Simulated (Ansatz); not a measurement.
**Al3Pd2, pressure series**

Consider Al3Pd2 (space group P-3m1, No. 164; a = 4.210 Å, c = 5.140 Å; a cell from a computed database, its experimental status unchecked).

Cell and atoms are relaxed at each pressure.

All numbers come from plane-wave PAW DFT at the PBEsol level (Ansatz, a quantum-chemistry and plane-wave program, 420 eV), no spin-orbit coupling.

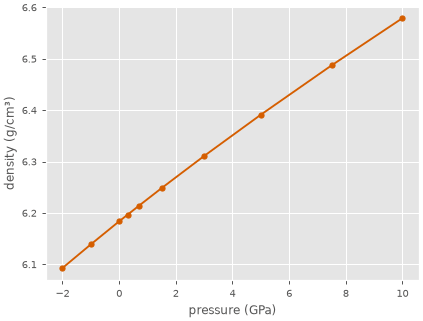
Figure. Density against pressure

From the plot, what is the density for pressure 5 GPa?

About 6.39 g/cm³.

Is the trend monotonic over the range shown?

Yes, it rises throughout, spanning 6.09 g/cm³ to 6.58 g/cm³.

Load acts through the strain it causes; cell and atoms are relaxed under it. Whether these cells are dynamically stable was not tested. No other phases were tried under pressure. All final runs are without spin polarisation.
